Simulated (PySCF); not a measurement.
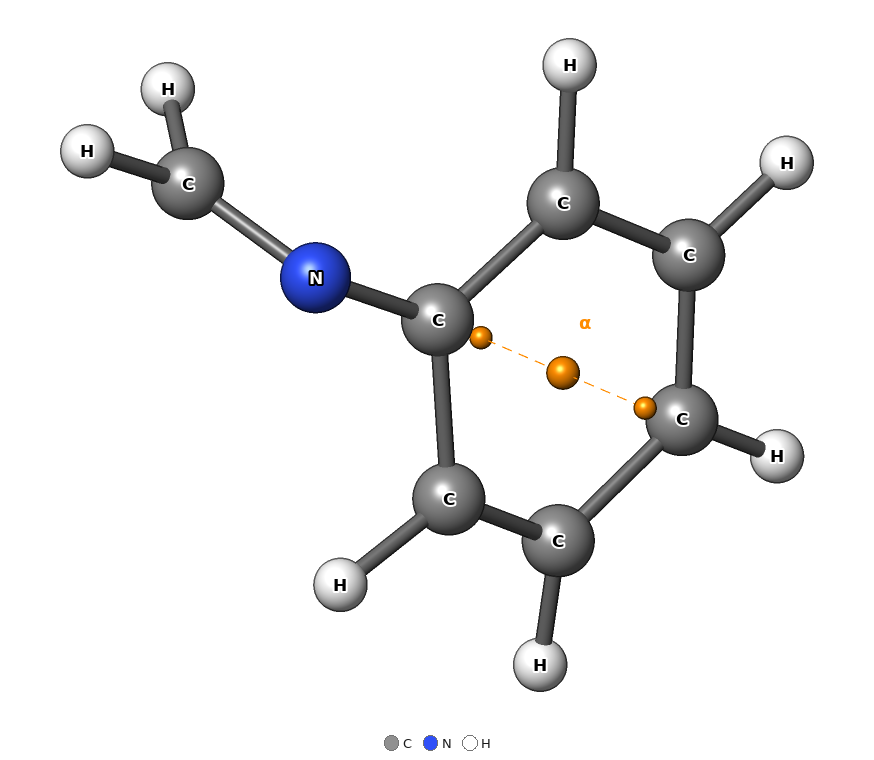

The small points mark where nucleus-independent chemical shifts (NICS) were computed: at the centre of each lettered ring and 1 Å above and below it. Geometry: a frame of a GFN2-xTB molecular-dynamics simulation, not a minimum. Level of theory: GIAO PBE0/pcSseg-1 NMR shielding, non-relativistic, gas phase (PySCF 2.14.0).

Give NICS(0), NICS(1) and the out-of-plane component NICS(1)zz for each ring (means of the two sides).

| ring | members | NICS(0) | NICS(1) | NICS(1)zz |
| --- | --- | --- | --- | --- |
| α | C6 | −8.3 | −10.4 | −26.5 |

Values in ppm.

> What do the values say about the ring currents?

Ring α: diatropic, as in an aromatic ring. NICS is one index among several.
